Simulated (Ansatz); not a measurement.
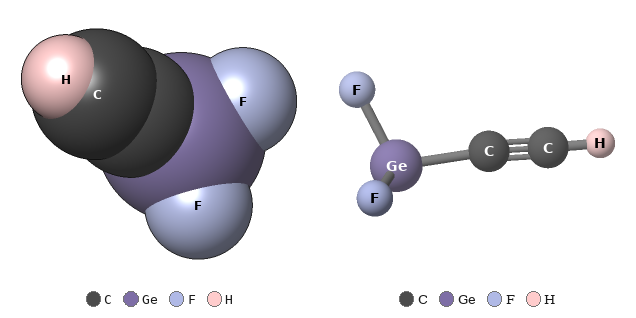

Both panels show the same species.

State: neutral, doublet. The geometry was computed by an optimisation with PBE0-D4/def2-TZVP.

What does the picture show?

Formula C₂HF₂Ge. SMILES: `C#[C][Ge]([F])[F]`. Among its groups: alkyne. The point group is Cs. It is an open-shell species. Coordination, clear cases only: 1 C linear; 1 Ge trigonal pyramidal.

The parts below concern this one geometry. Atoms keep their numbers from picture to picture.

### Electronic properties

Properties computed with UKS B3LYP-D4/def2-TZVPP (Ansatz 0.2.0).

**Estimate the HOMO energy (Kohn–Sham orbital).**

−7.37 eV.

**Estimate the ⟨S²⟩ of the determinant.**

0.752.

**Estimate the dipole moment.**

3.08 D.

### Thermal motion

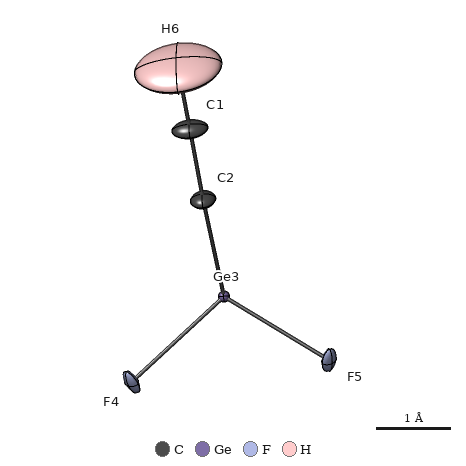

Displacement ellipsoids at the 50 % level, enlarged 1.5 times, from the internal vibrations of the free molecule (harmonic, no overall translation or rotation; no half-axis is drawn under 0.075 Å). Vibrations computed with UKS PBE0-D4/def2-TZVP (Ansatz 0.2.0). Temperature: 200 K.

List U_eq and the three principal root-mean-square amplitudes for each kind of atom.

| atom | U_eq (Å²) | rms amplitudes (Å) |
| --- | --- | --- |
| C1 | 0.0061 | 0.042, 0.073, 0.107 |
| C2 | 0.0046 | 0.041, 0.075, 0.080 |
| Ge3 | 0.00056 | 0.018, 0.023, 0.029 |
| F4, F5 | 0.0040 | 0.032, 0.048, 0.093 |
| H6 | 0.0407 | 0.080, 0.221, 0.259 |

### Charges

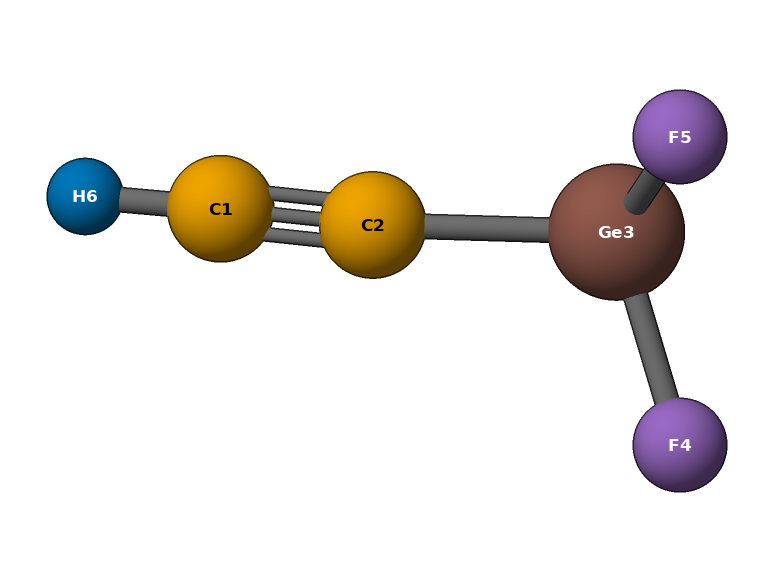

The questions are on Mulliken charges. Properties computed with UKS PBE-D4/def2-TZVPP (Ansatz 0.2.0).

Give the Mulliken charges atom by atom.

```
atom  value (e)
  C1      −0.12
  C2      −0.20
 Ge3       0.70
  F4      −0.30
  F5      −0.30
  H6       0.21
```

Mulliken values depend strongly on the basis set and can even reverse the polarity of a bond.
